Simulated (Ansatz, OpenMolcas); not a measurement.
# Exact exchange and the vertical ionisation energy of C2H4ClF (1-chloro-2-fluoroethane)

The species is C2H4ClF (8 atoms), meant as a singlet with charge 0. As SMILES, `FCCCl`. The shape is that of a PBE0-D4/def2-TZVP optimisation. This is one conformer, not always the lowest.

The vertical ionisation energy (to the doublet cation) y, in eV, basis 6-311+G(d,p); a is the functional's share of exact exchange. Programs: Ansatz 0.2.0, OpenMolcas 26.06.

| functional | program | a | y (eV) |
| --- | --- | --- | --- |
| PBE | Ansatz | 0 | 10.80 |
| BLYP | Ansatz | 0 | 10.70 |
| B3LYP | OpenMolcas | 0.2 | ? |
| PBE0 | OpenMolcas | 0.25 | 11.20 |
| BHLYP | OpenMolcas | 0.5 | 11.32 |

**Question.** Fit y = c + s·a to the known rows and predict B3LYP.

**Answer.** 
1. Means of the 4 rows: a = 0.1875, y = 11.005.
2. Σ(Δa)² = 0.17188, Σ(Δa·Δy) = 0.20625, so the slope is 0.20625/0.17188 = 1.2.
3. Intercept: 11.005 − (1.2) × 0.1875 = 10.780. The largest residual of the fit is 0.12.
4. B3LYP: 10.780 + (1.2) × 0.2 = 11.02 eV.

The run gave 11.20 eV, so the prediction is off by -0.18 eV, more than the largest residual.

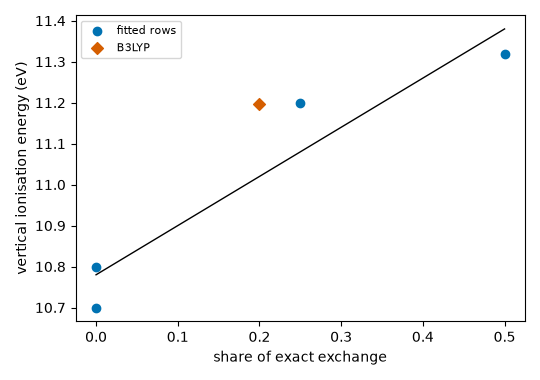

The fitted line, with the withheld row.
